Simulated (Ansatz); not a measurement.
```xyz
5

F    -0.2243   -1.5599    1.1949
Ga   -0.5228   -0.2038    0.1330
S     0.5120    1.6886    0.5151
Cl   -1.9018   -0.5292   -1.4735
H    -0.0775    2.2906   -0.5460
```

Computed with RKS B3LYP-D4/def2-SVP (Ansatz).

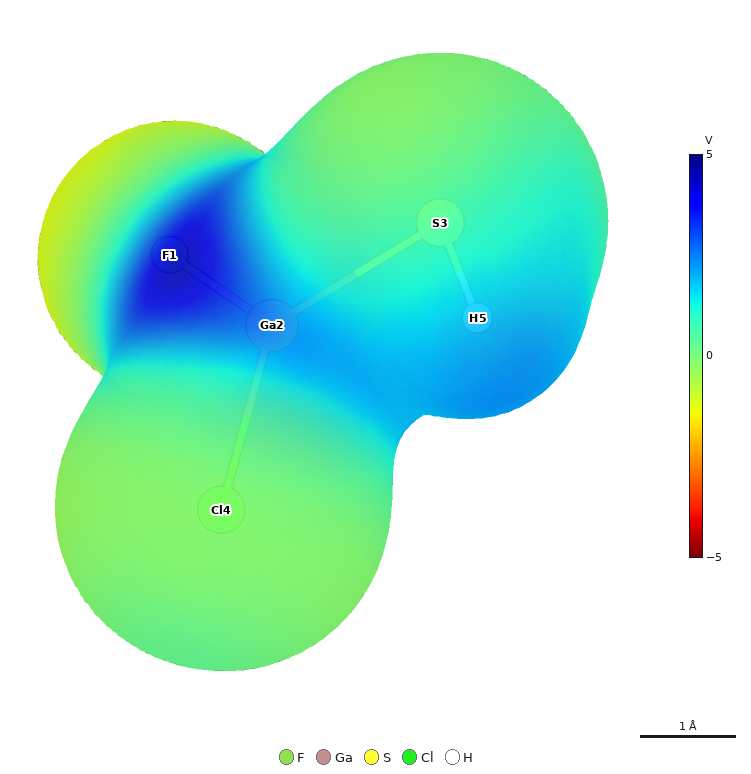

ClFGaHS. The electrostatic potential painted on the density surface at 0.004 e/bohr³, seen at a tilt; red is negative and blue positive.

Which sites attract a positive test charge, and which a negative one?

Answer. A positive charge is drawn to the negative regions and a negative charge to the positive ones. The most negative region (about −1.4 V) lies over F1, the most positive (about +4.1 V) over Ga2. Cl4 shows a σ-hole: about +0.3 V at the tip opposite its bond, against about −0.2 V on its flanks.
